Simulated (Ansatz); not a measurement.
# wB97M-V/6-31G(d) (spherical functions) run of SiPH5O2 (SMILES O[SiH2]OP)

What is the vertical singlet–triplet gap of SiPH5O2 at wB97M-V/6-31G* (spherical functions)? 

The calculation is run with Ansatz 0.2.0.

84 further runs of the same task are left out: 84 set aside as unsound or not needed.

## (1) Starting point

SiPH5O2: 9 atoms, total charge 0, spin state singlet. SMILES: `O[SiH2]OP`. Geometry: relaxed at PBE0-D4/def2-TZVP. This is one conformer, not always the lowest.

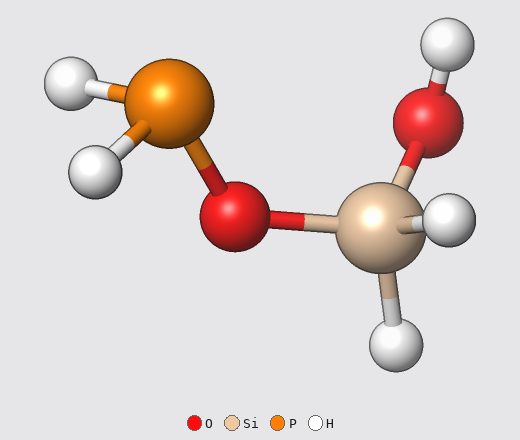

Viewed from a chosen angle; oxygen red, silicon light orange, phosphorus orange, hydrogen white.

## (2) A single-point energy at wB97M-V/6-31G(d) (spherical functions)

Input file run.yaml:

```yaml
crystal:
  periodic: [false, false, false]
  atoms:
    - symbol: O
      position_ang: [-0.307900, 1.144300, -1.642900]
    - symbol: Si
      position_ang: [0.817700, 0.562000, -0.606400]
    - symbol: O
      position_ang: [0.302400, -0.778100, 0.201800]
    - symbol: P
      position_ang: [-0.942200, -0.834900, 1.277600]
    - symbol: H
      position_ang: [-0.998700, 1.706900, -1.290600]
    - symbol: H
      position_ang: [1.170600, 1.605300, 0.391300]
    - symbol: H
      position_ang: [1.964500, 0.123500, -1.421100]
    - symbol: H
      position_ang: [-0.305900, -1.590900, 2.302600]
    - symbol: H
      position_ang: [-1.612000, -1.984300, 0.770600]
basis:
  gaussian: {orbitals: 6-31G_st_-spherical.json}
hamiltonian: {xc: {name: wB97M-V}}
accuracy: high
output: {orbitals: {seedname: orbitals}}
```

The basis set 6-31G* is read from a file made from the Basis Set Exchange's data (not shown).

Command:

```console
$ ansatz run run.yaml --threads 1 --pin off --max-ram 3480MiB --events-out events.jsonl --progress --plain --runs-dir runs
```

The program printed:

```text
Warning: RAYON_NUM_THREADS=1 ignored (pool sized by the plan → 1); use --threads N
Functional definition: wB97M-V
  name "wB97M-V"
  parameter omega = 0.3/bohr
  parameter cx = 0.15
  parameter cx01 = 1.007
  parameter cx10 = 0.259
  parameter css00 = 0.443
  parameter css04 = -1.437
  parameter css10 = -4.535
  parameter css20 = -3.390
  parameter css43 = 4.278
  parameter cos00 = 1.000
  parameter cos10 = 1.358
  parameter cos20 = 2.924
  parameter cos21 = -8.812
  parameter cos60 = -1.390
  parameter cos61 = 9.142
  parameter b = 6.0
  parameter c = 0.01
  gx(w, u) = 1 - cx + cx01*u + cx10*w
  gss(w, u) = css00 + css04*u^4 + css10*w + css20*w^2 + css43*w^4*u^3
  gos(w, u) = cos00 + cos10*w + (cos20 + cos21*u)*w^2 + (cos60 + cos61*u)*w^6
  exchange = spin_sum(e_x_unif_sr(omega)*gx(b97_w, b97_u_x)) + cx*exact_x_sr(omega) + exact_x_lr(omega)
  correlation = spin_sum(e_c_pw_mod_same_spin*gss(b97_w, b97_u_same))
      + integral(e_c_pw_mod_opposite_spin*gos(b97_w_opposite, b97_u_opposite)) + vv10(b, c)
1669 factors; integrals over basis functions are off by at most 4.4e-9 eV
377 factors; integrals over basis functions are off by at most 2.0e-9 eV
mean field evaluation 1: about -21334.6315 eV, gradient 5.4e1 eV
mean field evaluation 2: about -21333.6346 eV, gradient 6.1e1 eV
mean field evaluation 4: about -21339.8440 eV, gradient 2.0e0 eV
mean field evaluation 8: about -21340.0118 eV, gradient 1.1e-1 eV
mean field evaluation 16: about -21340.0119 eV, gradient 5.5e-5 eV
mean field -21340.01185819 eV, -784.2309710089 hartree, gradient 1.9e-8 eV, S^2 0.000000; 0 other end points of the search recorded, 0 dependent functions left out
reference -21340.01186279 eV, -784.2309711778 hartree; 25, 25 occupied and 49, 49 virtual orbitals, 1669 factors
Total energy: -21340.01186279 eV, -784.2309711778 hartree
```

Run time: 26 s. Hardware: 1 thread of AMD EPYC 9R45 (Zen 5), shared host; peak memory 0.54 GiB.

## (3) The triplet at the same level

Input file molecule.yaml:

```yaml
crystal:
  periodic: [false, false, false]
  atoms:
    - symbol: O
      position_ang: [-0.307900, 1.144300, -1.642900]
    - symbol: Si
      position_ang: [0.817700, 0.562000, -0.606400]
    - symbol: O
      position_ang: [0.302400, -0.778100, 0.201800]
    - symbol: P
      position_ang: [-0.942200, -0.834900, 1.277600]
    - symbol: H
      position_ang: [-0.998700, 1.706900, -1.290600]
    - symbol: H
      position_ang: [1.170600, 1.605300, 0.391300]
    - symbol: H
      position_ang: [1.964500, 0.123500, -1.421100]
    - symbol: H
      position_ang: [-0.305900, -1.590900, 2.302600]
    - symbol: H
      position_ang: [-1.612000, -1.984300, 0.770600]
basis:
  gaussian: {orbitals: 6-31G_st_-spherical.json}
accuracy: high
output: {orbitals: {seedname: orbitals}}
hamiltonian: {xc: {name: wB97M-V}}
magnetization: {spin_polarized: true, initial_magnetization: 2}
```

The basis set 6-31G* is read from a file made from the Basis Set Exchange's data (not shown).

Command:

```console
$ ansatz run molecule.yaml --threads 1 --pin off --max-ram 3480MiB --events-out events.jsonl --progress --plain --runs-dir runs
```

The program printed, cut to the lines that bear on the results:

```text
Warning: RAYON_NUM_THREADS=1 ignored (pool sized by the plan → 1); use --threads N
[... 2 set-up lines as earlier in the session ...]
[...]
  gx(w, u) = 1 - cx + cx01*u + cx10*w
  gss(w, u) = css00 + css04*u^4 + css10*w + css20*w^2 + css43*w^4*u^3
  gos(w, u) = cos00 + cos10*w + (cos20 + cos21*u)*w^2 + (cos60 + cos61*u)*w^6
[...]
      + integral(e_c_pw_mod_opposite_spin*gos(b97_w_opposite, b97_u_opposite)) + vv10(b, c)
1669 factors; integrals over basis functions are off by at most 4.4e-9 eV
377 factors; integrals over basis functions are off by at most 2.0e-9 eV
[...]
mean field -21335.08928999 eV, -784.0500699641 hartree, gradient 7.2e-8 eV, S^2 2.002617; 2 other end points of the search recorded, 0 dependent functions left out
reference -21335.08929451 eV, -784.0500701303 hartree; 26, 24 occupied and 48, 50 virtual orbitals, 1669 factors
Total energy: -21335.08929451 eV, -784.0500701303 hartree
```

It took 58 s on 1 thread of AMD EPYC 9R45 (Zen 5), shared host; peak memory 1 GiB.

## (4) Results

At wB97M-V/6-31G* (spherical functions):

| quantity | value |
| --- | --- |
| singlet: total energy | -784.23097 Eh |
| singlet: HOMO energy | -9.39 eV |
| singlet: LUMO energy | 2.03 eV |
| singlet: HOMO–LUMO gap | 11.42 eV |
| triplet: total energy | -784.05007 Eh |
| triplet: HOMO energy (highest over α and β) | -4.57 eV |
| triplet: LUMO energy (lowest over α and β) | -2.69 eV |
| triplet: ⟨S²⟩ | 2.003 |
| vertical energy of the triplet above the singlet | 4.923 eV |

**Reading.** At this shape the triplet lies 4.92 eV (114 kcal/mol) above the singlet.
